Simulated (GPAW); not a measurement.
# BaTiO3 (P4mm): refractive index against wavelength

The refractive index of BaTiO3 (P4mm) along x below the direct gap (2.08 eV on the mesh) is read from one computed spectrum, n = √(Re ε). x, y and z are the Cartesian axes of the input cell.

Cell: a, b, c = 4.000, 4.000, 4.018 Å (primitive vectors), 5 atoms.

Method: GPAW 26.7.0, PBE, RPA, k-mesh 8×8×8, local fields up to 70 eV, Lorentzian half width 0.12 eV.

Launch of the response step: `OMP_NUM_THREADS=1 python df.py`. The run took 3.6 min, its band step included, on 1 thread of Arm Neoverse V2, with other jobs on the host.

| wavelength (nm) | photon energy E (eV) | n |
| --- | --- | --- |
| 3000 | 0.413 | 2.4439 |
| 2000 | 0.620 | 2.4535 |
| 1550 | 0.800 | 2.4654 |
| 1310 | 0.946 | 2.4778 |
| 1064 | 1.165 | ? |
| 850 | 1.459 | 2.5466 |

In the single-oscillator model n² − 1 = E₀E_d/(E₀² − E²), so 1/(n² − 1) = E₀/E_d − E²/(E₀E_d) is linear in E².

Working, on the rows shown:

| x = E² (eV²) | y = 1/(n² − 1) |
| --- | --- |
| 0.170801 | 0.2011 |
| 0.384302 | 0.199217 |
| 0.639837 | 0.19692 |
| 0.895757 | 0.194572 |
| 2.12762 | 0.18231 |

Means: x̄ = 0.84366, ȳ = 0.19482. Σ(x − x̄)(y − ȳ) = -0.02275, Σ(x − x̄)² = 2.357. Slope = -0.02275 / 2.357 = -0.009653; intercept = ȳ − slope · x̄ = 0.20297. Turned back into n, the line misses the rows shown by at most 0.0013.

Question: What does the fit predict for the withheld row, and how well does it do?

Answer: At x = 1.3578 the line gives y = 0.18986, that is 2.5034. The run gave 2.5017, so the interpolation is off by 0.0017, 1.7 % of the range in the table.

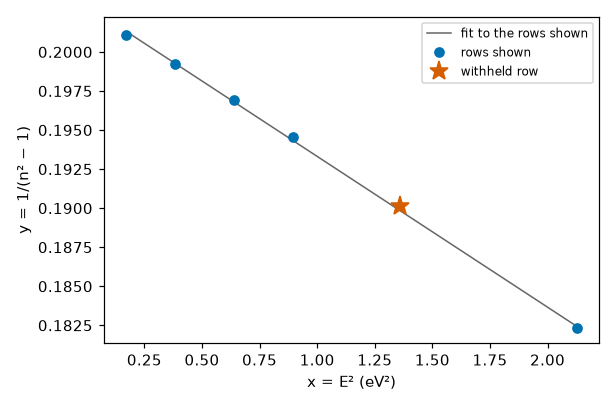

Refitted with all rows, the slope is -0.009602 and the intercept 0.20297. These give E₀ = √(intercept/−slope) = 4.60 eV and E_d = E₀/intercept = 22.7 eV; E₀ is 2.2 times the direct gap. The electronic limit at long wavelengths, without lattice vibrations, is n = √(1 + 1/intercept) = 2.435. The cell comes from an older database entry, whose edges can be off by a per cent or so. Excitons are left out; PBE gaps are as a rule too small. The values come from a sum over the points of one k-mesh and carry its error, which grows as the direct gap shrinks. This version of GPAW has incomplete matrix elements in the optical limit, which can lower ε − 1 by up to a tenth where first-row anions or d states rule. Spin-orbit coupling is left out.
